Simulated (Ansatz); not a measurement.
# Run report: C₃H₁₂O₄Si₂, geometry relaxation (part 1 of 2)

The run: geometry relaxation of C₃H₁₂O₄Si₂. Method and program: RKS PBE/STO-3G (Ansatz 0.2.0).

It belongs to a series of runs on one base structure; here: start relaxed. Figures and captions count atoms from 1; the log counts them from 0 in places.

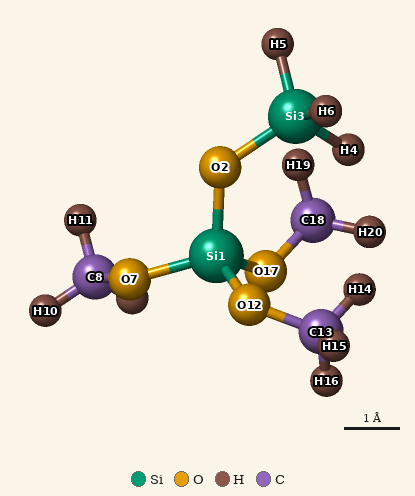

**Figure 1.** The starting structure (ball-and-stick view, seen at a tilt; atoms are numbered from 1 in the order of the input). Bond lengths as drawn: C–H 1.11 Å, C–O 1.42 Å, H–Si 1.46 Å and O–Si 1.68 Å.

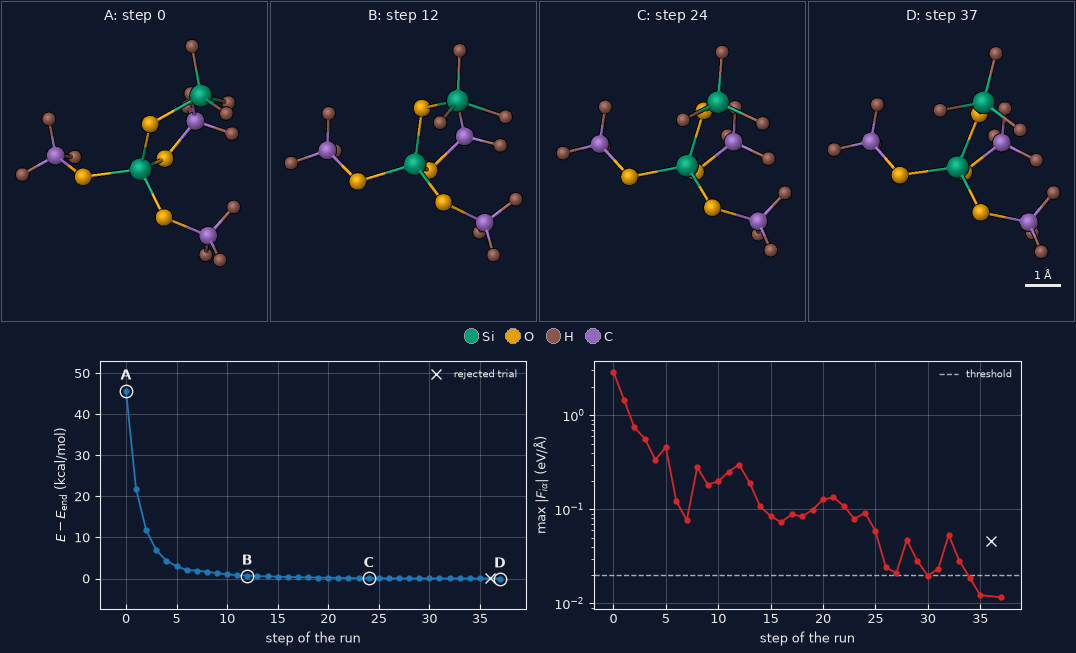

**Figure 2.** Frames of the relaxation (ball-and-stick view, seen at a tilt) above the curves, on which the letters mark them (the first geometry is step 0 here and step 1 in the log).

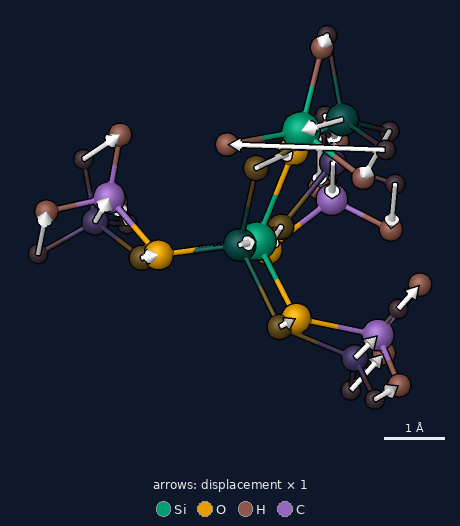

**Figure 3.** Start (faint) and end (solid) with the displacements as white arrows, at true length (ball-and-stick view, seen at a tilt). The two geometries are laid on each other by the best rigid fit. H6 moves most after the best rigid fit: 2.69 Å. Largest moves by element: H 2.69 Å, O 1.19 Å, C 1.02 Å, Si 0.93 Å. Among the contacts that change: Si1–O12 1.679 → 1.732 Å, O12–C13 1.420 → 1.470 Å, O2–Si3 1.680 → 1.722 Å, Si1–O2 1.680 → 1.707 Å. Among the angles that change: Si1–O7–C8 125.0° → 110.2°, Si1–O12–C13 125.0° → 111.0°, Si1–O17–C18 125.0° → 112.0°. Over 37 geometry steps the energy falls by 45.8 kcal/mol. Largest force component: 2.9 eV/Å at the start, 0.012 eV/Å at the end. The line search rejected the trial step at point 36 (counted from 0) and went back. (Atoms are counted from 1 in the order of the input.)

The input that produced these results follows, with the program's output.

## Input file
```yaml
crystal:
  periodic: [false, false, false]
  atoms:
    - { symbol: Si, position_ang: [0.0, 0.0, 0.0] }
    - { symbol: O, position_ang: [0.0, 0.0, 1.68] }
    - { symbol: Si, position_ang: [-1.3147, -0.4067, 2.6436] }
    - { symbol: H, position_ang: [-2.239, -1.2403, 1.8804] }
    - { symbol: H, position_ang: [-0.8506, -1.1432, 3.8157] }
    - { symbol: H, position_ang: [-1.9987, 0.8095, 3.0733] }
    - { symbol: O, position_ang: [1.5842, 0.0, -0.5594] }
    - { symbol: C, position_ang: [2.3503, -1.1632, -0.836] }
    - { symbol: H, position_ang: [1.7187, -1.9052, -1.3675] }
    - { symbol: H, position_ang: [3.2179, -0.8926, -1.4733] }
    - { symbol: H, position_ang: [2.7141, -1.6023, 0.1163] }
    - { symbol: O, position_ang: [-0.7913, 1.3709, -0.5594] }
    - { symbol: C, position_ang: [-2.1512, 1.4177, -0.9653] }
    - { symbol: H, position_ang: [-2.7687, 0.8215, -0.2614] }
    - { symbol: H, position_ang: [-2.5023, 2.4707, -0.9639] }
    - { symbol: H, position_ang: [-2.2473, 0.9975, -1.9882] }
    - { symbol: O, position_ang: [-0.7913, -1.3709, -0.5594] }
    - { symbol: C, position_ang: [-1.5365, -2.2685, 0.2501] }
    - { symbol: H, position_ang: [-1.2251, -2.1576, 1.3097] }
    - { symbol: H, position_ang: [-2.6187, -2.04, 0.1571] }
    - { symbol: H, position_ang: [-1.349, -3.3106, -0.083] }
basis:
  gaussian: { orbitals: STO-3G }
hamiltonian:
  xc: pbe
relax:
  f_tol: 0.02
  max_steps: 40
```

Launched with:
```bash
ansatz run input.yaml --threads 1 --pin off --max-ram 2048MiB --backend cpu --events-out ev --progress --plain --runs-dir out
```

## Log
```
The last accepted step is kept in [file] (removed where the run ends without a failure and the disk answers)
Engine: ansatz 0.2.0, aarch64-unknown-linux-gnu
Functional definition: PBE
  parameter kappa = 0.804
  parameter beta = 0.06672455060314922
  exchange = pbe_x(kappa = kappa, mu = beta*pi^2/3)
  correlation = pbe_c(beta = beta)
956 factors; integrals over basis functions are off by at most 1.2e-5 eV
mean field evaluation 1: about -26888.6004 eV, gradient 4.1e1 eV
mean field evaluation 2: about -26884.2125 eV, gradient 5.8e1 eV
mean field evaluation 4: about -26893.8903 eV, gradient 4.1e0 eV
mean field evaluation 8: about -26893.7613 eV, gradient 5.5e-2 eV
mean field evaluation 16: about -26893.7614 eV, gradient 2.0e-5 eV
mean field -26893.76135331 eV, -988.3275004878 hartree, gradient 2.0e-5 eV, S^2 0.000000; 0 other end points of the search recorded, 0 dependent functions left out
the calculation of the forces begins
reference -26893.76138743 eV, -988.3275017419 hartree; 45, 45 occupied and 20, 20 virtual orbitals, 956 factors
relax step   1: F+E_penalty+E_count = -26893.76135331 eV  Δ(F+E_penalty+E_count) = +0.000e0 eV  max|allowed force component| = 2.908e0 eV/Å  Δτ_max = 0.0000 Å  (25 SCF iters, accepted)
these checks for a lower state are left out or cut short: starts, cluster_reference, orbital_swaps, neighbouring_geometries, increment
956 factors; integrals over basis functions are off by at most 1.3e-5 eV
mean field -26894.80334028 eV, -988.3657928029 hartree, gradient 1.8e-5 eV, S^2 0.000000; 0 other end points of the search recorded, 0 dependent functions left out
[... from here on the field's lines of each further geometry are left out, up to the last ...]
relax step   2: F+E_penalty+E_count = -26894.80334028 eV  Δ(F+E_penalty+E_count) = -1.042e0 eV  max|allowed force component| = 1.471e0 eV/Å  Δτ_max = 0.1949 Å  (27 SCF iters, accepted)
relax step   3: F+E_penalty+E_count = -26895.23498583 eV  Δ(F+E_penalty+E_count) = -4.316e-1 eV  max|allowed force component| = 7.450e-1 eV/Å  Δτ_max = 0.1647 Å  (27 SCF iters, accepted)
relax step   4: F+E_penalty+E_count = -26895.44826640 eV  Δ(F+E_penalty+E_count) = -2.133e-1 eV  max|allowed force component| = 5.657e-1 eV/Å  Δτ_max = 0.1996 Å  (28 SCF iters, accepted)
relax step   5: F+E_penalty+E_count = -26895.55727496 eV  Δ(F+E_penalty+E_count) = -1.090e-1 eV  max|allowed force component| = 3.379e-1 eV/Å  Δτ_max = 0.1997 Å  (27 SCF iters, accepted)
relax step   6: F+E_penalty+E_count = -26895.61789408 eV  Δ(F+E_penalty+E_count) = -6.062e-2 eV  max|allowed force component| = 4.591e-1 eV/Å  Δτ_max = 0.2000 Å  (27 SCF iters, accepted)
relax step   7: F+E_penalty+E_count = -26895.65665194 eV  Δ(F+E_penalty+E_count) = -3.876e-2 eV  max|allowed force component| = 1.223e-1 eV/Å  Δτ_max = 0.1998 Å  (27 SCF iters, accepted)
relax step   8: F+E_penalty+E_count = -26895.66275396 eV  Δ(F+E_penalty+E_count) = -6.102e-3 eV  max|allowed force component| = 7.662e-2 eV/Å  Δτ_max = 0.0579 Å  (28 SCF iters, accepted)
relax step   9: F+E_penalty+E_count = -26895.67456508 eV  Δ(F+E_penalty+E_count) = -1.181e-2 eV  max|allowed force component| = 2.805e-1 eV/Å  Δτ_max = 0.1959 Å  (27 SCF iters, accepted)
relax step  10: F+E_penalty+E_count = -26895.68955507 eV  Δ(F+E_penalty+E_count) = -1.499e-2 eV  max|allowed force component| = 1.834e-1 eV/Å  Δτ_max = 0.1407 Å  (27 SCF iters, accepted)
relax step  11: F+E_penalty+E_count = -26895.70212686 eV  Δ(F+E_penalty+E_count) = -1.257e-2 eV  max|allowed force component| = 1.985e-1 eV/Å  Δτ_max = 0.1981 Å  (26 SCF iters, accepted)
relax step  12: F+E_penalty+E_count = -26895.71122731 eV  Δ(F+E_penalty+E_count) = -9.100e-3 eV  max|allowed force component| = 2.523e-1 eV/Å  Δτ_max = 0.1911 Å  (27 SCF iters, accepted)
relax step  13: F+E_penalty+E_count = -26895.71667601 eV  Δ(F+E_penalty+E_count) = -5.449e-3 eV  max|allowed force component| = 2.994e-1 eV/Å  Δτ_max = 0.1671 Å  (26 SCF iters, accepted)
relax step  14: F+E_penalty+E_count = -26895.72279309 eV  Δ(F+E_penalty+E_count) = -6.117e-3 eV  max|allowed force component| = 1.920e-1 eV/Å  Δτ_max = 0.0776 Å  (27 SCF iters, accepted)
relax step  15: F+E_penalty+E_count = -26895.72332711 eV  Δ(F+E_penalty+E_count) = -5.340e-4 eV  max|allowed force component| = 1.075e-1 eV/Å  Δτ_max = 0.0863 Å  (27 SCF iters, accepted)
relax step  16: F+E_penalty+E_count = -26895.72712074 eV  Δ(F+E_penalty+E_count) = -3.794e-3 eV  max|allowed force component| = 8.508e-2 eV/Å  Δτ_max = 0.2000 Å  (26 SCF iters, accepted)
relax step  17: F+E_penalty+E_count = -26895.73005685 eV  Δ(F+E_penalty+E_count) = -2.936e-3 eV  max|allowed force component| = 7.295e-2 eV/Å  Δτ_max = 0.1107 Å  (26 SCF iters, accepted)
relax step  18: F+E_penalty+E_count = -26895.73268908 eV  Δ(F+E_penalty+E_count) = -2.632e-3 eV  max|allowed force component| = 8.865e-2 eV/Å  Δτ_max = 0.0659 Å  (27 SCF iters, accepted)
relax step  19: F+E_penalty+E_count = -26895.73494267 eV  Δ(F+E_penalty+E_count) = -2.254e-3 eV  max|allowed force component| = 8.403e-2 eV/Å  Δτ_max = 0.0715 Å  (28 SCF iters, accepted)
relax step  20: F+E_penalty+E_count = -26895.73677392 eV  Δ(F+E_penalty+E_count) = -1.831e-3 eV  max|allowed force component| = 9.887e-2 eV/Å  Δτ_max = 0.0781 Å  (27 SCF iters, accepted)
relax step  21: F+E_penalty+E_count = -26895.73828754 eV  Δ(F+E_penalty+E_count) = -1.514e-3 eV  max|allowed force component| = 1.275e-1 eV/Å  Δτ_max = 0.0907 Å  (26 SCF iters, accepted)
relax step  22: F+E_penalty+E_count = -26895.73944394 eV  Δ(F+E_penalty+E_count) = -1.156e-3 eV  max|allowed force component| = 1.343e-1 eV/Å  Δτ_max = 0.0626 Å  (26 SCF iters, accepted)
relax step  23: F+E_penalty+E_count = -26895.74084190 eV  Δ(F+E_penalty+E_count) = -1.398e-3 eV  max|allowed force component| = 1.086e-1 eV/Å  Δτ_max = 0.0402 Å  (27 SCF iters, accepted)
relax step  24: F+E_penalty+E_count = -26895.74239020 eV  Δ(F+E_penalty+E_count) = -1.548e-3 eV  max|allowed force component| = 7.913e-2 eV/Å  Δτ_max = 0.0555 Å  (27 SCF iters, accepted)
relax step  25: F+E_penalty+E_count = -26895.74319789 eV  Δ(F+E_penalty+E_count) = -8.077e-4 eV  max|allowed force component| = 9.205e-2 eV/Å  Δτ_max = 0.0623 Å  (27 SCF iters, accepted)
relax step  26: F+E_penalty+E_count = -26895.74393885 eV  Δ(F+E_penalty+E_count) = -7.410e-4 eV  max|allowed force component| = 5.922e-2 eV/Å  Δτ_max = 0.0399 Å  (27 SCF iters, accepted)
relax step  27: F+E_penalty+E_count = -26895.74441823 eV  Δ(F+E_penalty+E_count) = -4.794e-4 eV  max|allowed force component| = 2.415e-2 eV/Å  Δτ_max = 0.0293 Å  (27 SCF iters, accepted)
relax step  28: F+E_penalty+E_count = -26895.74487062 eV  Δ(F+E_penalty+E_count) = -4.524e-4 eV  max|allowed force component| = 2.106e-2 eV/Å  Δτ_max = 0.0583 Å  (27 SCF iters, accepted)
relax step  29: F+E_penalty+E_count = -26895.74506364 eV  Δ(F+E_penalty+E_count) = -1.930e-4 eV  max|allowed force component| = 4.750e-2 eV/Å  Δτ_max = 0.0778 Å  (27 SCF iters, accepted)
relax step  30: F+E_penalty+E_count = -26895.74528789 eV  Δ(F+E_penalty+E_count) = -2.242e-4 eV  max|allowed force component| = 2.827e-2 eV/Å  Δτ_max = 0.0081 Å  (21 SCF iters, accepted)
relax step  31: F+E_penalty+E_count = -26895.74553396 eV  Δ(F+E_penalty+E_count) = -2.461e-4 eV  max|allowed force component| = 1.971e-2 eV/Å  Δτ_max = 0.0219 Å  (28 SCF iters, accepted)
relax step  32: F+E_penalty+E_count = -26895.74584799 eV  Δ(F+E_penalty+E_count) = -3.140e-4 eV  max|allowed force component| = 2.331e-2 eV/Å  Δτ_max = 0.0696 Å  (27 SCF iters, accepted)
relax step  33: F+E_penalty+E_count = -26895.74597918 eV  Δ(F+E_penalty+E_count) = -1.312e-4 eV  max|allowed force component| = 5.365e-2 eV/Å  Δτ_max = 0.0799 Å  (27 SCF iters, accepted)
relax step  34: F+E_penalty+E_count = -26895.74617491 eV  Δ(F+E_penalty+E_count) = -1.957e-4 eV  max|allowed force component| = 2.856e-2 eV/Å  Δτ_max = 0.0067 Å  (21 SCF iters, accepted)
relax step  35: F+E_penalty+E_count = -26895.74633589 eV  Δ(F+E_penalty+E_count) = -1.610e-4 eV  max|allowed force component| = 1.877e-2 eV/Å  Δτ_max = 0.0200 Å  (28 SCF iters, accepted)
relax step  36: F+E_penalty+E_count = -26895.74648930 eV  Δ(F+E_penalty+E_count) = -1.534e-4 eV  max|allowed force component| = 1.226e-2 eV/Å  Δτ_max = 0.0541 Å  (27 SCF iters, accepted)
relax step  37: F+E_penalty+E_count = -26895.74643809 eV  Δ(F+E_penalty+E_count) = +5.122e-5 eV  max|allowed force component| = 4.608e-2 eV/Å  Δτ_max = 0.0842 Å  (27 SCF iters, rejected (line search))
the calculation of the forces begins
reference -26895.74663246 eV, -988.4004581510 hartree; 45, 45 occupied and 20, 20 virtual orbitals, 960 factors
relax step  38: F+E_penalty+E_count = -26895.74659882 eV  Δ(F+E_penalty+E_count) = -1.095e-4 eV  max|allowed force component| = 1.161e-2 eV/Å  Δτ_max = 0.0406 Å  (27 SCF iters, accepted)
960 factors; integrals over basis functions are off by at most 2.6e-5 eV
mean field evaluation 288: about -26895.7466 eV, gradient 9.2e-4 eV
mean field -26895.74659882 eV, -988.4004569147 hartree, gradient 2.1e-5 eV, S^2 0.000000; 1 other end points of the search recorded, 0 dependent functions left out
the calculation of the forces begins
reference -26895.74663246 eV, -988.4004581510 hartree; 45, 45 occupied and 20, 20 virtual orbitals, 960 factors
Total energy: -26895.74663246 eV, -988.4004581510 hartree
Atom 0 at    -0.323759    -0.305160    -0.118522 Å, force     0.002436     0.001185    -0.000898 eV/Å
Atom 1 at    -0.663868    -0.952080     1.424177 Å, force    -0.002411     0.005660     0.004453 eV/Å
Atom 2 at    -0.646691     0.163551     2.735253 Å, force     0.002961     0.009486    -0.000512 eV/Å
Atom 3 at    -1.778658     1.089528     2.686921 Å, force     0.011190    -0.009680     0.001284 eV/Å
Atom 4 at    -0.759513    -0.652579     3.936611 Å, force    -0.001451     0.003002    -0.004478 eV/Å
Atom 5 at     0.585729     0.949086     2.804158 Å, force    -0.011614    -0.007956    -0.001618 eV/Å
Atom 6 at     1.298103     0.250417    -0.321141 Å, force    -0.000830    -0.000671    -0.000686 eV/Å
Atom 7 at     2.241433    -0.867402    -0.156190 Å, force    -0.000988     0.000688     0.000285 eV/Å
Atom 8 at     2.063939    -1.711737    -0.869713 Å, force     0.000317     0.000347     0.000421 eV/Å
Atom 9 at     3.261011    -0.465080    -0.355452 Å, force    -0.000056     0.000090     0.000142 eV/Å
Atom 10 at     2.248188    -1.299201     0.878102 Å, force    -0.000019     0.000151    -0.000352 eV/Å
Atom 11 at    -1.144678     1.183982    -0.447967 Å, force    -0.004176    -0.002714    -0.000181 eV/Å
Atom 12 at    -2.575322     0.952601    -0.697114 Å, force     0.003727     0.000088     0.002081 eV/Å
Atom 13 at    -3.124753     0.518027     0.178163 Å, force     0.000625     0.000416    -0.000972 eV/Å
Atom 14 at    -3.032854     1.945530    -0.912451 Å, force     0.000292    -0.000001     0.000247 eV/Å
Atom 15 at    -2.777056     0.293465    -1.579719 Å, force    -0.000191     0.000215     0.000348 eV/Å
Atom 16 at    -0.606130    -1.579086    -1.254528 Å, force    -0.001656    -0.000542     0.001288 eV/Å
Atom 17 at    -1.570304    -2.568168    -0.744638 Å, force    -0.002368    -0.008031     0.002370 eV/Å
Atom 18 at    -1.471651    -2.764181     0.351993 Å, force    -0.001387     0.002262    -0.008002 eV/Å
Atom 19 at    -2.633527    -2.270903    -0.938850 Å, force     0.007148    -0.000986     0.000446 eV/Å
Atom 20 at    -1.388836    -3.523911    -1.289695 Å, force    -0.001547     0.006991     0.004335 eV/Å
Dipole moment:    -0.202297    -0.230602     0.219294 e Å
```
